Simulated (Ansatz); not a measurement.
```
Mg W
1.0
     4.19691    0.00000    0.00000
     0.00000    4.19691    0.00000
     0.00000    0.00000    4.19691
Mg W
3 1
Direct
  0.00000 0.50000 0.50000
  0.50000 0.00000 0.50000
  0.50000 0.50000 0.00000
  0.00000 0.00000 0.00000
```

Space group Pm-3m; started from the Cu3Au (L1_2)_221 prototype, which need not be the ambient phase.

These are results of DFT PBE, scalar-relativistic, plane waves, PAW (Ansatz), not measurements.

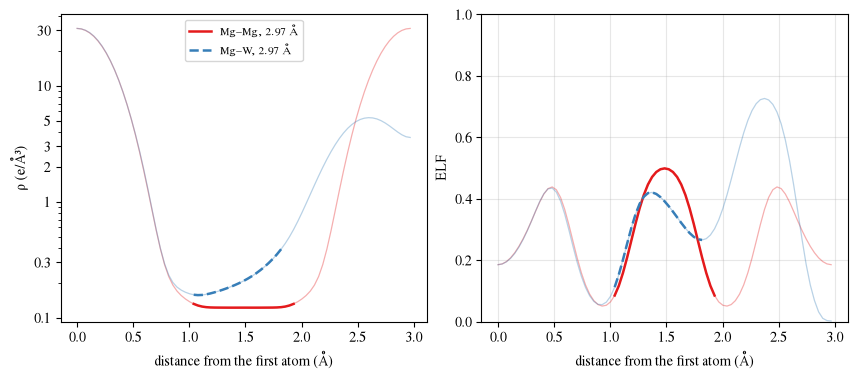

Mg₃W. Valence pseudo-density and ELF along straight lines between neighbouring atoms. Thin, pale parts lie inside the atomic spheres.

In a PAW calculation such maps are meaningful between the atoms, not at the nuclei.

What can be read from the curves?

Mg–Mg (2.97 Å): ρ at the midpoint is about 0.12 e/Å³; the ELF is about 0.50 at the midpoint.
Mg–W (2.97 Å): ρ is about 0.21 e/Å³ halfway, with its minimum of 0.16 e/Å³ about 1.1 Å from Mg; the ELF is about 0.40 at the midpoint.
